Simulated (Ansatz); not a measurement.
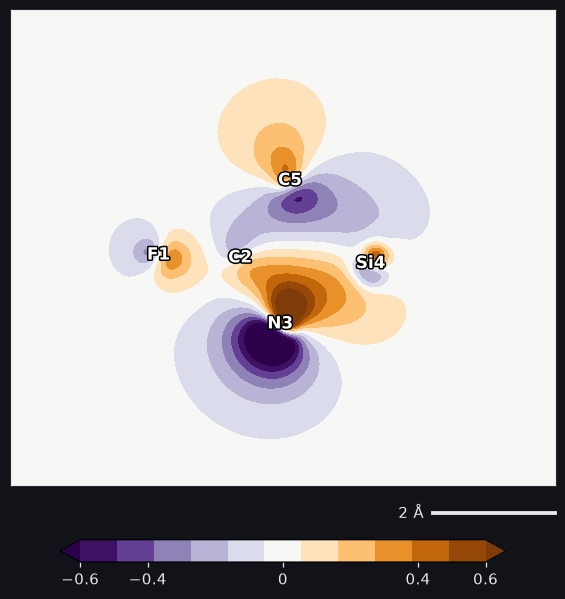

The picture shows: C2H4FNSi (SMILES FC1=N[SiH2]C1). The HOMO on the plane of atoms N3, C2 and C5 (values in Å⁻³ᐟ²; the overall sign is arbitrary).

Geometry: PBE0-D4/def2-TZVP.

Theory: Ansatz 0.2.0, RKS PBE0-D4/def2-TZVPP.

```yaml
atoms:
  - { symbol: F, position_ang: [1.5311, -1.7478, 0.6917] }
  - { symbol: C, position_ang: [0.8406, -0.7600, 0.1333] }
  - { symbol: N, position_ang: [1.1978, -0.1772, -0.9316] }
  - { symbol: Si, position_ang: [-0.2611, 0.8325, -0.7782] }
  - { symbol: C, position_ang: [-0.4381, -0.2675, 0.7538] }
  - { symbol: H, position_ang: [0.0089, 2.2719, -0.5515] }
  - { symbol: H, position_ang: [-1.2531, 0.6476, -1.8634] }
  - { symbol: H, position_ang: [-1.2302, -1.0164, 0.7851] }
  - { symbol: H, position_ang: [-0.3075, 0.1707, 1.7438] }
```

> What is the character of this orbital?

Its weight (Hirshfeld) is mainly on N3 (about 60 %), C5 (about 15 %), Si4 (about 10 %) and C2 (about 10 %). Its energy is −8.07 eV.
